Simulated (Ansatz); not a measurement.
**What a change does: single-point calculation on CH$_{5}$OSi**

System: CH$_{5}$OSi, multiplicity 2, SMILES [CH2][SiH2]O.
Method of run A: UKS PBE-D4/def2-TZVPP (Ansatz 0.2.0).

The geometry comes from this level: PBE0-D4/def2-TZVP. Text and figures count atoms from 1; the logs count them from 0 in places.

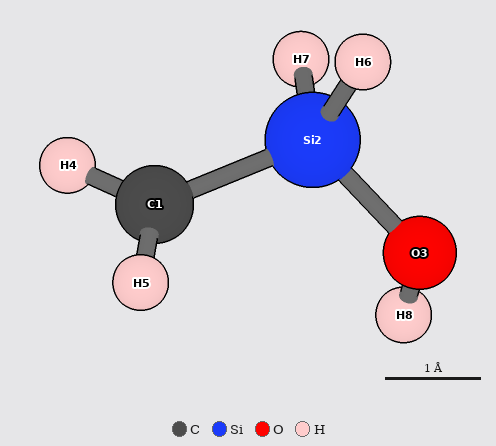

Fig. 1: The structure (ball-and-stick view, seen at a tilt; atoms are numbered from 1 in the order of the input). Bond lengths as drawn: C–H 1.09 Å, C–Si 1.84 Å, H–O 0.96 Å, H–Si 1.48 to 1.49 Å and O–Si 1.65 Å.

Input file, run A:
```yaml
crystal:
  periodic: [false, false, false]
  atoms:
    - {symbol: C, position_ang: [-0.861528, 0.517820, -0.791352]}
    - {symbol: Si, position_ang: [0.653968, -0.005157, 0.111133]}
    - {symbol: O, position_ang: [0.302834, -0.724415, 1.554445]}
    - {symbol: H, position_ang: [-0.970839, 0.416758, -1.867023]}
    - {symbol: H, position_ang: [-1.703063, 0.991524, -0.293315]}
    - {symbol: H, position_ang: [1.495578, 1.161108, 0.480616]}
    - {symbol: H, position_ang: [1.431000, -0.912302, -0.779760]}
    - {symbol: H, position_ang: [-0.255850, -1.502336, 1.529357]}
basis:
  gaussian: {orbitals: def2-TZVPP}
magnetization: {spin_polarized: true, initial_magnetization: 1}
hamiltonian: {xc: pbe, dispersion: d4}
output: {forces: true, orbitals: {seedname: orbitals}}
```

Hardware: 2 CPU threads, shared host.

Output (run A):
```
Functional definition: PBE
  parameter kappa = 0.804
  parameter beta = 0.06672455060314922
  exchange = pbe_x(kappa = kappa, mu = beta*pi^2/3)
  correlation = pbe_c(beta = beta)
914 factors; their error is unknown
mean field evaluation 1: about -11026.2135 eV, gradient 5.2e1 eV
mean field evaluation 2: about -10995.4772 eV, gradient 9.8e1 eV
mean field evaluation 4: about -11036.0412 eV, gradient 8.4e0 eV
mean field evaluation 8: about -11036.3617 eV, gradient 2.2e-1 eV
mean field evaluation 16: about -11036.3618 eV, gradient 3.1e-5 eV
mean field -11036.36179245 eV, -405.5788151579 hartree, gradient 3.1e-5 eV, S^2 0.753424; 0 other end points of the search recorded, 0 dependent functions left out
the calculation of the forces begins
reference -11036.36183094 eV, -405.5788165723 hartree; 17, 16 occupied and 157, 158 virtual orbitals, 914 factors
Total energy: -11036.47980897 eV, -405.5831521849 hartree
Atom 0 at    -0.861528     0.517820    -0.791352 Å, force     0.102674    -0.010167     0.039920 eV/Å
Atom 1 at     0.653968    -0.005157     0.111133 Å, force    -0.009460     0.091256    -0.341202 eV/Å
Atom 2 at     0.302834    -0.724415     1.554445 Å, force     0.175173     0.158118     0.496689 eV/Å
Atom 3 at    -0.970839     0.416758    -1.867023 Å, force    -0.032417    -0.020147    -0.222878 eV/Å
Atom 4 at    -1.703063     0.991524    -0.293315 Å, force    -0.177258     0.090365     0.097616 eV/Å
Atom 5 at     1.495578     1.161108     0.480616 Å, force     0.103070     0.138571     0.055456 eV/Å
Atom 6 at     1.431000    -0.912302    -0.779760 Å, force     0.103094    -0.084916    -0.113540 eV/Å
Atom 7 at    -0.255850    -1.502336     1.529357 Å, force    -0.264876    -0.363080    -0.012062 eV/Å
Dipole moment:    -0.264785    -0.139009    -0.164508 e Å
```

The input of run B differs as follows (lines with − go, lines with + come):
```diff
-hamiltonian: {xc: pbe, dispersion: d4}
+hamiltonian: {xc: {name: B3LYP}, dispersion: d4}
```

How does run B compare with run A?

The total energies belong to different models, so their difference says nothing on which is more stable or more accurate. The largest force goes from 0.550 to 0.248 eV/Å. The HOMO goes from −5.77 to −6.80 eV. The LUMO goes from −3.73 to −2.95 eV. The dipole moment goes from 1.64 to 1.71 D.

Output (run B):
```
Functional definition: B3LYP
  parameter a0 = 0.2
  parameter ax = 0.72
  parameter ac = 0.81
  exchange = (1 - a0 - ax)*slater_x + ax*b88_x + a0*exact_x
  correlation = (1 - ac)*vwn_rpa_c + ac*lyp_c
917 factors; their error is unknown
mean field evaluation 1: about -11037.2608 eV, gradient 4.7e1 eV
mean field evaluation 2: about -11025.8283 eV, gradient 7.1e1 eV
mean field evaluation 4: about -11045.1082 eV, gradient 3.7e0 eV
mean field evaluation 8: about -11045.1731 eV, gradient 3.3e-2 eV
mean field evaluation 16: about -11045.1840 eV, gradient 3.9e-5 eV
mean field -11045.18398036 eV, -405.9030245836 hartree, gradient 1.0e-5 eV, S^2 0.753490; 0 other end points of the search recorded, 0 dependent functions left out
the calculation of the forces begins
reference -11045.18422237 eV, -405.9030334773 hartree; 17, 16 occupied and 157, 158 virtual orbitals, 917 factors
Total energy: -11045.37508598 eV, -405.9100475857 hartree
Atom 0 at    -0.861528     0.517820    -0.791352 Å, force    -0.072867     0.034314    -0.042473 eV/Å
Atom 1 at     0.653968    -0.005157     0.111133 Å, force     0.174172     0.086351    -0.153863 eV/Å
Atom 2 at     0.302834    -0.724415     1.554445 Å, force    -0.033083    -0.060342     0.088409 eV/Å
Atom 3 at    -0.970839     0.416758    -1.867023 Å, force    -0.007004     0.012488     0.067592 eV/Å
Atom 4 at    -1.703063     0.991524    -0.293315 Å, force     0.045150    -0.030460    -0.045501 eV/Å
Atom 5 at     1.495578     1.161108     0.480616 Å, force    -0.044279    -0.065185    -0.022204 eV/Å
Atom 6 at     1.431000    -0.912302    -0.779760 Å, force    -0.040916     0.059196     0.053298 eV/Å
Atom 7 at    -0.255850    -1.502336     1.529357 Å, force    -0.021172    -0.036362     0.054742 eV/Å
Dipole moment:    -0.269306    -0.140200    -0.186157 e Å
```

The two runs side by side:

| quantity | run A | run B |
| --- | --- | --- |
| outcome | converged | converged |
| total energy (hartree) | −405.583152 | −405.910048 |
| HOMO (eV) | −5.77 | −6.80 |
| LUMO (eV) | −3.73 | −2.95 |
| dipole moment (D) | 1.64 | 1.71 |
| ⟨S²⟩ | 0.753 | 0.753 |
| largest force (eV/Å) | 0.550 | 0.248 |
| basis functions | 174 | 174 |
| wall time (shared host) | 2.4 s | 4 s |
